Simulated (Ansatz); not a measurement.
## GaSb: pressure series

The parent structure is GaSb in the zinc blende structure (space group F-43m, No. 216; a = 6.2141 Å).

Cell and atoms are relaxed at each pressure.

Levels (all Ansatz, a quantum-chemistry and plane-wave program, PAW, earlier PAW set): PBE (420 eV, no spin-orbit coupling); r2SCAN (500 eV, without spin-orbit coupling).

The base cell above is that of PBE; each level relaxes its own structures.

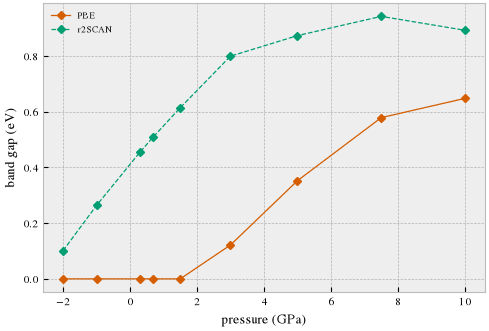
*Band gap under two levels*

Q: How do the two levels compare along the series?

A: PBE lies below r2SCAN in every row, by 0.10 eV to 0.68 eV. They disagree on the order of pressure 10 GPa and pressure 7.5 GPa.

With Sb present, leaving out spin-orbit coupling can change the band edges. Load acts through the strain it causes; cell and atoms are relaxed under it. No phonon test of stability was made. Tetrahedral semiconductors of this kind turn to denser phases somewhere between about 1 and 50 GPa; those were not computed, so compressed cells here can lie past the real transition. All final runs are without spin polarisation. The zero or small gap of GaSb, GaSb under pressure −1 GPa and GaSb under pressure −2 GPa can change with the level of theory.
